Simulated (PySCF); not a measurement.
SMILES CB(O[Si](C)(C)O)C (C₄H₁₃BO₂Si) at its GFN2-xTB optimised geometry (Å):

```
21

Si     1.7797    -0.2674     0.0758
C      2.3527    -0.0831     1.8815
C      1.7861    -2.0713    -0.5154
O      2.7642     0.4966    -0.9767
O      0.3333     0.4737     0.0000
B     -0.9940     0.4737     0.0000
C     -1.7621     1.8704     0.0000
C     -1.8173    -0.8909     0.0131
H      1.7492    -0.6782     2.5594
H      3.3841    -0.4010     1.9969
H      2.2880     0.9495     2.2143
H      1.2032    -2.7103     0.1410
H      2.7957    -2.4665    -0.5489
H      1.3708    -2.1547    -1.5155
H      2.8079     1.4492    -1.0059
H     -2.2100     2.0498    -0.9759
H     -2.5774     1.8801     0.7193
H     -1.1074     2.7103     0.2171
H     -1.2906    -1.6885    -0.5039
H     -2.8079    -0.7943    -0.4223
H     -1.9543    -1.2194     1.0426
```

Method: PySCF with PBE0/def2-SVP.

Map of the electron localisation function on the plane z = 0.8 Å:

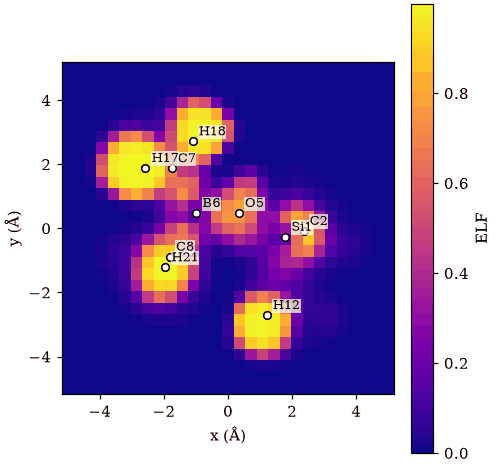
Fig. 1. Electron localisation function on the plane z = 0.8 Å.
